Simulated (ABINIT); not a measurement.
**CsH (Pm-3m): G0W0 in ABINIT against the bands in the self-energy**

Wanted: the cheapest bands in the self-energy that holds the gap of CsH (Pm-3m).

Method: LDA and many-body steps on it, plane waves, in ABINIT 10.8.3.

### 1. The starting structure

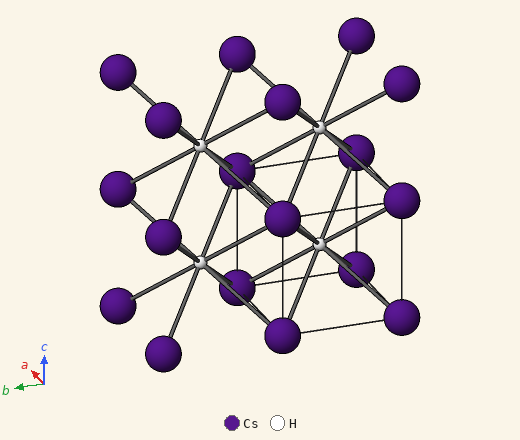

The starting structure, seen from a free direction (caesium purple, hydrogen white). 1×2×2 cells are drawn. Some periodic images of atoms are drawn too.

The cell and positions are those that the Materials Project relaxed with its own functionals (PBE, PBE+U or r2SCAN), kept fixed. Spin-orbit coupling is left out unless a step names it.

### 2. Screening, 4×4×4 mesh, 95 bands, screening to 176.9 eV

This step: ABINIT 10.8.3; RPA screening on LDA, plane waves, norm-conserving pseudopotentials.

The RPA dielectric matrix is built and inverted for each q.

Contents of run.abi:

```
acell 3*1.0 Angstrom
rprim 
  3.818408540000 0.000000000000 0.000000000000
  0.000000000000 3.818408540000 0.000000000000
  0.000000000000 0.000000000000 3.818408540000
ntypat 2
znucl 55 1
natom 2
typat 1 2
xred 
  0.000000000000 0.000000000000 0.000000000000
  0.500000000000 0.500000000000 0.500000000000
pp_dirpath "pseudos"
pseudos "Cs.upf, H.upf"
ecut 31
ngkpt 4 4 4
nshiftk 1
shiftk 0 0 0
kptopt 1
chksymbreak 0
istwfk *1
occopt 1
irdwfk 1
optdriver 3
nband 95
ecuteps 6.5
inclvkb 2
awtr 1
symchi 1
indata_prefix "in"
outdata_prefix "out"
tmpdata_prefix "tmp"
```

Launch:

```bash
> OMP_NUM_THREADS=1 mpirun -n 4 abinit run.abi > log
```

What it wrote:

```text
.Version 10.8.3 of ABINIT. v10.8.2 released Aug 2026.

 Symmetries : space group Pm -3 m (#221); Bravais cP (primitive cubic)
[... echo of the input left out ...]
== DATASET  1 ==================================================================
-   mpi_nproc: 4, omp_nthreads: 1 (-1 if OMP is not activated)

--- !DatasetInfo
iteration_state: {dtset: 1, }
dimensions: {natom: 2, nkpt: 10, mband: 95, nsppol: 1, nspinor: 1, nspden: 1, mpw: 3136, }
cutoff_energies: {ecut:  31.0, pawecutdg:  -1.0, }
electrons: {nelect:   1.00000000E+01, charge:   0.00000000E+00, occopt:   1.00000000E+00, tsmear:   1.00000000E-02, }

 SCREENING: Calculation of the susceptibility and dielectric matrices

 Based on a program developped by R.W. Godby, V. Olevano, G. Onida, and L. Reining.
 Incorporated in ABINIT by V. Olevano, G.-M. Rignanese, and M. Torrent.
.Using double precision arithmetic ; gwpc =  8

[... cell and pseudopotentials left out ...]
--------------------------------------------------------------------------------

 ==== K-mesh for the wavefunctions ====
 Number of points in the irreducible wedge :    10
[... list of points left out ...]
 Together with 48 symmetry operations and time-reversal symmetry
 yields    64 points in the full Brillouin Zone.

 ==== Q-mesh for the screening function ====
 Number of points in the irreducible wedge :    10
[... list of points left out ...]
 Together with 48 symmetry operations and time-reversal symmetry
 yields    64 points in the full Brillouin Zone.

 setmesh: FFT mesh size selected  =    27x   27x   27
          total number of points  =        19683

 vcoul_init : cutoff-mode = AUXILIARY_FUNCTION
 q-points for optical limit:   1
     1)      0.000010    0.000020    0.000030

- screening: taking advantage of time-reversal symmetry
- Maximum band index for partially occupied states nbvw = 5
- Remaining bands to be divided among processors   nbcw = 90
- Number of bands treated by each node ~22

 Number of electrons calculated from density =   10.0000; Expected =   10.0000
 average of density, n =  0.026617
 r_s =    2.0777
 omega_plasma =   15.7374 [eV]

 calculating chi0 at frequencies [eV] :
  1    0.000000E+00    0.000000E+00
  2    0.000000E+00    1.573743E+01

--------------------------------------------------------------------------------
  q-point number  1        q = ( 0.000000, 0.000000, 0.000000) [r.l.u.]
--------------------------------------------------------------------------------
[... chi0 elements left out ...]
 For q-point:  0.000010 0.000020 0.000030
  dielectric constant =   3.8374
  dielectric constant without local fields =   4.3597

  Average fulfillment of the sum rule on Im[epsilon] for q-point    1 :     90.21  [%]
[... wings left out ...]
  q-point number  2        q = ( 0.250000, 0.000000, 0.000000) [r.l.u.]
--------------------------------------------------------------------------------
[... chi0 elements left out ...]
  Average fulfillment of the sum rule on Im[epsilon] for q-point    2 :    102.76  [%]

 [... 8 further q-points ...]
```

It took 15 s on 4 MPI ranks of Arm Neoverse V2, shared host; peak memory 0.75 GiB.

Numbers from this step:

| Quantity | Value |
| --- | --- |
| ε∞ with local fields, on this mesh, along the program's q direction | 3.837 |
| the same without local fields | 4.360 |
| plasma frequency | 15.74 eV |
| plane waves in the screening matrix | 305 |

Local fields lower ε∞ by 12 %. On a Γ-centred mesh this coarse the value itself is usually too large, while a short band sum pulls it down.

### 3. 13 bands

This step: G0W0 on LDA, plane waves, norm-conserving pseudopotentials.

Changes to run.abi since step 2:

```diff
@@ -23,8 +23,19 @@
 irdwfk 1
-optdriver 3
-nband 95
+optdriver 4
+nband 13
+gwcalctyp 0
+ecutsigx 31
+symsigma 1
+nkptgw 3
+kptgw 
+  0.5000000000 0.5000000000 0.5000000000
+  0.5000000000 0.0000000000 0.0000000000
+  0.0000000000 0.0000000000 0.0000000000
+bdgw 
+  2 8
+  3 7
+  2 7
 ecuteps 6.5
-inclvkb 2
-awtr 1
-symchi 1
+irdscr 1
+ppmodel 1
 indata_prefix "in"
```

What it wrote:

```text
.Version 10.8.3 of ABINIT. v10.8.2 released Aug 2026.

 Symmetries : space group Pm -3 m (#221); Bravais cP (primitive cubic)
[... echo of the input left out ...]
== DATASET  1 ==================================================================
-   mpi_nproc: 4, omp_nthreads: 1 (-1 if OMP is not activated)

--- !DatasetInfo
iteration_state: {dtset: 1, }
dimensions: {natom: 2, nkpt: 10, mband: 13, nsppol: 1, nspinor: 1, nspden: 1, mpw: 3136, }
cutoff_energies: {ecut:  31.0, pawecutdg:  -1.0, }
electrons: {nelect:   1.00000000E+01, charge:   0.00000000E+00, occopt:   1.00000000E+00, tsmear:   1.00000000E-02, }

 SIGMA: Calculation of the GW corrections

 Based on a program developped by R.W. Godby, V. Olevano, G. Onida, and L. Reining.
 Incorporated in ABINIT by V. Olevano, G.-M. Rignanese, and M. Torrent.
.Using double precision arithmetic ; gwpc =  8

[... cell and pseudopotentials left out ...]
--------------------------------------------------------------------------------

 ==== K-mesh for the wavefunctions ====
 Number of points in the irreducible wedge :    10
[... list of points left out ...]
 Together with 48 symmetry operations and time-reversal symmetry
 yields    64 points in the full Brillouin Zone.

 ==== Q-mesh for screening function ====
 Number of points in the irreducible wedge :    10
[... list of points left out ...]
 Together with 48 symmetry operations and time-reversal symmetry
 yields    64 points in the full Brillouin Zone.

 vcoul_init : cutoff-mode = AUXILIARY_FUNCTION
 q-points for optical limit:   1
     1)      0.000010    0.000020    0.000030
 setmesh: FFT mesh size selected  =    40x   40x   40
          total number of points  =        64000

 Number of electrons calculated from density =   10.0000; Expected =   10.0000
 average of density, n =  0.026617
 r_s =    2.0777
 omega_plasma =   15.7374 [eV]

 === KS Band Gaps ===
  >>>> For spin  1
   Minimum direct gap =   2.4881 [eV], located at k-point      :   0.5000  0.5000  0.5000
   Fundamental gap    =   2.2974 [eV], Top of valence bands at :   0.5000  0.5000  0.5000
                                       Bottom of conduction at :   0.5000  0.0000  0.0000
 SIGMA fundamental parameters:
 PLASMON POLE MODEL  1
 number of plane-waves for SigmaX                 3071
 number of plane-waves for SigmaC and W            305
 number of plane-waves for wavefunctions          3071
 number of bands                                    13
 number of independent spin polarizations            1
 number of spinorial components                      1
 number of k-points in IBZ                          10
 number of q-points in IBZ                          10
 number of symmetry operations                      48
 number of k-points in BZ                           64
 number of q-points in BZ                           64
 number of frequencies for dSigma/dE                 9
 frequency step for dSigma/dE [eV]                0.25
 number of omega for Sigma on real axis              0
 max omega for Sigma on real axis  [eV]           0.00
 zcut for avoiding poles [eV]                     0.10

 EPSILON^-1 parameters (SCR file):
 dimension of the eps^-1 matrix on file            305
 dimension of the eps^-1 matrix used               305
 number of plane-waves for wavefunctions          3071
 number of bands                                    95
 number of q-points in IBZ                          10
 number of frequencies                               2
 number of real frequencies                          1
 number of imag frequencies                          1

 matrix elements of self-energy operator (all in [eV])

 Perturbative Calculation

--- !SelfEnergy_ee
iteration_state: {dtset: 1, }
kpoint     : [   0.500,    0.500,    0.500, ]
spin       : 1
KS_gap     :    2.488
QP_gap     :    4.425
Delta_QP_KS:    1.937
data: !SigmaeeData |
     Band     E0 <VxcDFT>   SigX SigC(E0)      Z dSigC/dE  Sig(E)    E-E0       E
        2  -6.265 -12.525 -17.202   3.581   0.782  -0.279 -13.382  -0.857  -7.122
        3  -6.265 -12.525 -17.202   3.581   0.782  -0.279 -13.382  -0.857  -7.122
        4  -6.265 -12.525 -17.202   3.581   0.782  -0.279 -13.382  -0.857  -7.122
        5   2.652  -9.762 -12.821   2.542   0.784  -0.275 -10.168  -0.406   2.247
        6   5.141  -7.818  -3.689  -2.303   0.839  -0.192  -6.287   1.531   6.672
        7   5.141  -7.818  -3.689  -2.303   0.839  -0.192  -6.287   1.531   6.672
[...]
--- !SelfEnergy_ee
iteration_state: {dtset: 1, }
kpoint     : [   0.500,    0.000,    0.000, ]
spin       : 1
KS_gap     :    2.559
QP_gap     :    4.539
Delta_QP_KS:    1.980
data: !SigmaeeData |
     Band     E0 <VxcDFT>   SigX SigC(E0)      Z dSigC/dE  Sig(E)    E-E0       E
[...]
--- !SelfEnergy_ee
iteration_state: {dtset: 1, }
kpoint     : [   0.000,    0.000,    0.000, ]
spin       : 1
KS_gap     :    5.220
QP_gap     :    7.669
Delta_QP_KS:    2.449
data: !SigmaeeData |
     Band     E0 <VxcDFT>   SigX SigC(E0)      Z dSigC/dE  Sig(E)    E-E0       E
[...]
5   0.539  -8.712 -12.293   2.722   0.775  -0.291  -9.378  -0.665  -0.127
        6   5.759  -8.498  -3.789  -2.570   0.834  -0.199  -6.714   1.784   7.542
        7   5.759  -8.498  -3.789  -2.570   0.834  -0.199  -6.714   1.784   7.542

== END DATASET(S) ==============================================================
================================================================================

 -outvars: echo values of variables after computation  --------
           etotal      0.0000000000E+00
            nband          13
             nkpt          10
          spgroup         221
 [... the other variables as echoed above ...]

 Calculation completed.
```

Elapsed: 5.6 s, on 4 MPI ranks; peak memory 0.74 GiB.

This step gave:

* G0W0 gap on the points computed: 4.256 eV
* starting gap on the mesh: 2.297 eV
* k of the valence top: 0.5, 0.5, 0.5
* k of the conduction bottom: 0.5, 0, 0
* Z at the valence top: 0.784
* Z at the conduction bottom: 0.839
* least direct G0W0 gap on the computed points: 4.425 eV

### 4. 27 bands

The self-energy is evaluated for the states that the input lists, and the levels follow from it, in one-shot runs by the linearised quasiparticle equation.

Changes to run.abi since step 3:

```diff
@@ -24,3 +24,3 @@
 optdriver 4
-nband 13
+nband 27
 gwcalctyp 0
```

What it wrote:

```text
.Version 10.8.3 of ABINIT. v10.8.2 released Aug 2026.

 Symmetries : space group Pm -3 m (#221); Bravais cP (primitive cubic)
[... echo of the input left out ...]
== DATASET  1 ==================================================================
-   mpi_nproc: 4, omp_nthreads: 1 (-1 if OMP is not activated)

--- !DatasetInfo
iteration_state: {dtset: 1, }
dimensions: {natom: 2, nkpt: 10, mband: 27, nsppol: 1, nspinor: 1, nspden: 1, mpw: 3136, }
cutoff_energies: {ecut:  31.0, pawecutdg:  -1.0, }
electrons: {nelect:   1.00000000E+01, charge:   0.00000000E+00, occopt:   1.00000000E+00, tsmear:   1.00000000E-02, }

 SIGMA: Calculation of the GW corrections

 Based on a program developped by R.W. Godby, V. Olevano, G. Onida, and L. Reining.
 Incorporated in ABINIT by V. Olevano, G.-M. Rignanese, and M. Torrent.
.Using double precision arithmetic ; gwpc =  8

[... cell and pseudopotentials left out ...]
--------------------------------------------------------------------------------

 ==== K-mesh for the wavefunctions ====
 Number of points in the irreducible wedge :    10
[... list of points left out ...]
 Together with 48 symmetry operations and time-reversal symmetry
 yields    64 points in the full Brillouin Zone.

 ==== Q-mesh for screening function ====
 Number of points in the irreducible wedge :    10
[... list of points left out ...]
 Together with 48 symmetry operations and time-reversal symmetry
 yields    64 points in the full Brillouin Zone.

 vcoul_init : cutoff-mode = AUXILIARY_FUNCTION
 q-points for optical limit:   1
     1)      0.000010    0.000020    0.000030
 setmesh: FFT mesh size selected  =    40x   40x   40
          total number of points  =        64000

 Number of electrons calculated from density =   10.0000; Expected =   10.0000
[...]
number of plane-waves for wavefunctions          3071
 number of bands                                    95
 number of q-points in IBZ                          10
 number of frequencies                               2
 number of real frequencies                          1
 number of imag frequencies                          1

 matrix elements of self-energy operator (all in [eV])

 Perturbative Calculation

--- !SelfEnergy_ee
iteration_state: {dtset: 1, }
kpoint     : [   0.500,    0.500,    0.500, ]
spin       : 1
KS_gap     :    2.488
QP_gap     :    4.386
Delta_QP_KS:    1.897
data: !SigmaeeData |
     Band     E0 <VxcDFT>   SigX SigC(E0)      Z dSigC/dE  Sig(E)    E-E0       E
        2  -6.265 -12.525 -17.202   3.001   0.775  -0.290 -13.824  -1.299  -7.564
        3  -6.265 -12.525 -17.202   3.001   0.775  -0.290 -13.824  -1.299  -7.564
        4  -6.265 -12.525 -17.202   3.001   0.775  -0.290 -13.824  -1.299  -7.564
[...]
--- !SelfEnergy_ee
iteration_state: {dtset: 1, }
kpoint     : [   0.500,    0.000,    0.000, ]
spin       : 1
KS_gap     :    2.559
QP_gap     :    4.564
Delta_QP_KS:    2.005
data: !SigmaeeData |
     Band     E0 <VxcDFT>   SigX SigC(E0)      Z dSigC/dE  Sig(E)    E-E0       E
[...]
--- !SelfEnergy_ee
iteration_state: {dtset: 1, }
kpoint     : [   0.000,    0.000,    0.000, ]
spin       : 1
KS_gap     :    5.220
QP_gap     :    7.495
Delta_QP_KS:    2.275
data: !SigmaeeData |
     Band     E0 <VxcDFT>   SigX SigC(E0)      Z dSigC/dE  Sig(E)    E-E0       E
[...]
6   5.759  -8.498  -3.789  -3.136   0.822  -0.217  -7.205   1.292   7.051
        7   5.759  -8.498  -3.789  -3.136   0.822  -0.217  -7.205   1.292   7.051

== END DATASET(S) ==============================================================
================================================================================

 -outvars: echo values of variables after computation  --------
           etotal      0.0000000000E+00
            nband          27
             nkpt          10
          spgroup         221
 [... the other variables as echoed above ...]

 Calculation completed.
```

Wall time 7.9 s (4 MPI ranks); peak memory 0.75 GiB.

Numbers from this step:

| Property | Result |
| --- | --- |
| G0W0 gap on the points computed | 4.261 eV |
| starting gap on the mesh | 2.297 eV |
| k of the valence top | 0.5, 0.5, 0.5 |
| k of the conduction bottom | 0.5, 0, 0 |
| Z at the valence top | 0.775 |
| Z at the conduction bottom | 0.829 |
| least direct G0W0 gap on the computed points | 4.386 eV |

The gap on the mesh goes from 2.30 eV to 4.26 eV, a correction of +1.96 eV.

### 5. 57 bands

Changes to run.abi since step 4:

```diff
@@ -24,3 +24,3 @@
 optdriver 4
-nband 27
+nband 57
 gwcalctyp 0
```

What it wrote:

```text
.Version 10.8.3 of ABINIT. v10.8.2 released Aug 2026.

 Symmetries : space group Pm -3 m (#221); Bravais cP (primitive cubic)
[... echo of the input left out ...]
== DATASET  1 ==================================================================
-   mpi_nproc: 4, omp_nthreads: 1 (-1 if OMP is not activated)

--- !DatasetInfo
iteration_state: {dtset: 1, }
dimensions: {natom: 2, nkpt: 10, mband: 57, nsppol: 1, nspinor: 1, nspden: 1, mpw: 3136, }
cutoff_energies: {ecut:  31.0, pawecutdg:  -1.0, }
[...]
Band     E0 <VxcDFT>   SigX SigC(E0)      Z dSigC/dE  Sig(E)    E-E0       E
[...]
6   5.759  -8.498  -3.789  -3.470   0.817  -0.223  -7.486   1.012   6.771
        7   5.759  -8.498  -3.789  -3.470   0.817  -0.223  -7.486   1.012   6.771

== END DATASET(S) ==============================================================
================================================================================

 -outvars: echo values of variables after computation  --------
           etotal      0.0000000000E+00
            nband          57
             nkpt          10
          spgroup         221
 [... the other variables as echoed above ...]

 Calculation completed.
```

It took 14 s on 4 MPI ranks; peak memory 0.79 GiB.

This step gave:

```yaml
g0w0_gap_on_the_points_computed: 4.31 eV
starting_gap_on_the_mesh: 2.297 eV
k_of_the_valence_top: 0.5, 0.5, 0.5
k_of_the_conduction_bottom: 0.5, 0, 0
least_direct_g0w0_gap_on_the_computed_points: 4.45 eV
```

Against the run before, the gap moves by +0.049 eV.

### 6. 95 bands

Changes to run.abi since step 5:

```diff
@@ -24,3 +24,3 @@
 optdriver 4
-nband 57
+nband 95
 gwcalctyp 0
```

What it wrote:

```text
.Version 10.8.3 of ABINIT. v10.8.2 released Aug 2026.

 Symmetries : space group Pm -3 m (#221); Bravais cP (primitive cubic)
[... echo of the input left out ...]
== DATASET  1 ==================================================================
-   mpi_nproc: 4, omp_nthreads: 1 (-1 if OMP is not activated)

--- !DatasetInfo
iteration_state: {dtset: 1, }
dimensions: {natom: 2, nkpt: 10, mband: 95, nsppol: 1, nspinor: 1, nspden: 1, mpw: 3136, }
cutoff_energies: {ecut:  31.0, pawecutdg:  -1.0, }
[...]
Band     E0 <VxcDFT>   SigX SigC(E0)      Z dSigC/dE  Sig(E)    E-E0       E
[...]
6   5.759  -8.498  -3.789  -3.580   0.817  -0.225  -7.576   0.922   6.680
        7   5.759  -8.498  -3.789  -3.580   0.817  -0.225  -7.576   0.922   6.680

== END DATASET(S) ==============================================================
================================================================================

 -outvars: echo values of variables after computation  --------
           etotal      0.0000000000E+00
            nband          95
             nkpt          10
          spgroup         221
 [... the other variables as echoed above ...]

 Calculation completed.
```

It took 21 s on 4 MPI ranks; peak memory 0.92 GiB.

This step gave:

* G0W0 gap on the points computed: 4.324 eV
* starting gap on the mesh: 2.297 eV
* k of the valence top: 0.5, 0.5, 0.5
* k of the conduction bottom: 0.5, 0, 0
* least direct G0W0 gap on the computed points: 4.462 eV

Against the run before, the gap moves by +0.014 eV.

### 7. The runs together

Times are wall times on 4 MPI ranks of Arm Neoverse V2, shared host, good to a factor of about two. A run's time includes the screening step that it read.

```csv
run,mesh,bands,screening cutoff (eV),DFT gap (eV),gap on the mesh (eV),direct (eV),ε∞ used,time
13 bands,4×4×4,13,176.9,2.297,4.256,4.425,3.84,21 s
27 bands,4×4×4,27,176.9,2.297,4.261,4.386,3.84,23 s
57 bands,4×4×4,57,176.9,2.297,4.310,4.450,3.84,29 s
95 bands,4×4×4,95,176.9,2.297,4.324,4.462,3.84,36 s
```

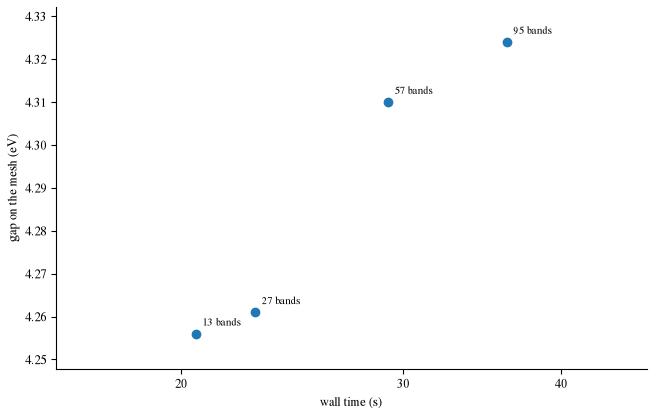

Result against wall time.

### 8. What came out

```yaml
13_bands: 4.256 eV
27_bands: 4.261 eV
57_bands: 4.310 eV
95_bands: 4.324 eV
known_limits: not at the basis limit; no spin-orbit coupling; coarse k mesh
```

In words: The setting moved: bands in the self-energy. From 13 bands to 95 bands the gap moves by +0.07 eV. The last step still moves it by +0.014 eV. Bands and screening cutoff are coupled, so a series along one setting does not show full convergence. Bands and cutoff are finite, so the gap is not at the basis limit. The miss can reach some tenths of an eV and take either sign; the mesh is an error of its own. In the G0W0 runs levels were corrected at 3 k points alone, so a gap called «on the mesh» is the least over those, and an edge elsewhere would be missed. The 4×4×4 mesh is coarse for this cell, which bears on the long-range parts of exchange and screening. The many-body steps are scalar-relativistic: spin-orbit coupling is not in them.

[Paths, hosts, dates, memory and timing lines, banners, echoed tables and standing remarks are left out of the program output.]

[Logs are printed without paths, hosts, clocks, repeated set-up lines and the standing remarks that a program may print on its own settings, such as how far it seeks lower states.]

[Runs of the session that timed out or met a known fault of the program may be left out.]

[Hosts, paths, dates, database ids (printed as entryN), source tags and the programs' standing remarks are cut or masked in the printed files.]

[G0W0 gaps are taken among the corrected bands and points alone; a level outside them can change the order at an edge.]

[Where Ansatz stands beside ABINIT at settings called matched, ABINIT's density can come from a denser mesh and the files from another edition; pairs whose starting gaps differed by over 0.03 eV were left out, so agreement reads better than it is.]
